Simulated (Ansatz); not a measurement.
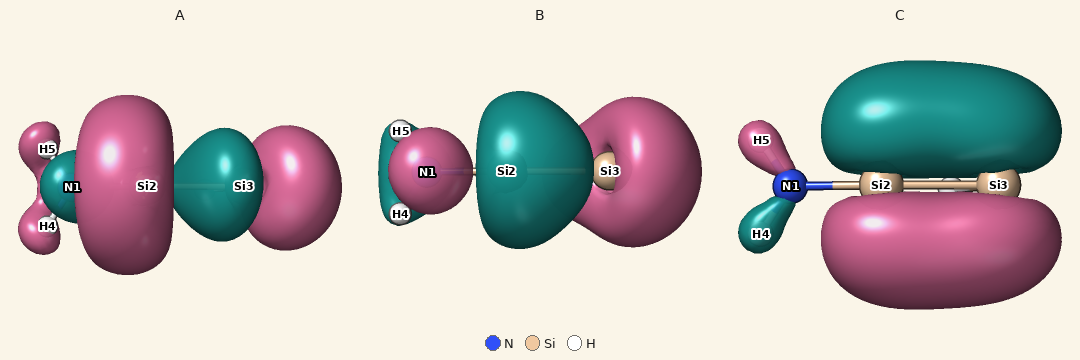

H3NSi2 (SMILES N[Si]#[SiH]). Three frontier orbitals at ±0.08 Å⁻³ᐟ² (teal and pink are the two phases), in no order.

Computed with RKS r2SCAN-D4/def2-SVP in Ansatz.

```csv
atom,x (Å),y (Å),z (Å)
N,-0.9226,0.2041,-0.7418
Si,0.2529,0.3477,0.4819
Si,1.8509,0.1179,1.8504
H,-1.8307,-0.2288,-0.5994
H,-0.7867,0.5372,-1.6920
H,1.4362,-0.9781,0.7009
```

Q: Order the three orbitals by energy and name them.

A: B is the HOMO−1 (−6.79 eV). By Hirshfeld shares it lies mainly on Si3 (about 45 %), Si2 (about 30 %), N1 (about 15 %) and H6 (about 5 %). C is the HOMO (−4.92 eV). It lies mainly on Si2 (about 50 %) and Si3 (about 45 %); π-bonding across Si2–Si3. A is the LUMO (−1.82 eV). It lies mainly on Si2 (about 45 %), Si3 (about 35 %) and N1 (about 15 %).

Q: What is the HOMO–LUMO gap?

A: 3.10 eV between the orbital energies.
